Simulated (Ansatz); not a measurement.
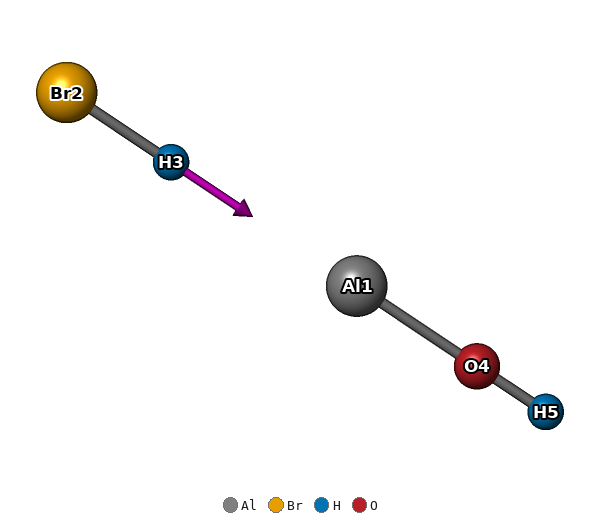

The arrows show one normal mode. Harmonic vibrations computed with RKS PBE0-D4/def2-TZVP (Ansatz 0.2.0) at a stationary point of the same level.

What kind of motion is it?

Answer. Mostly Br–H stretching.

Estimate its harmonic wavenumber.

Answer. 2350 cm⁻¹; it is mode 9 of 10 counted from the lowest.
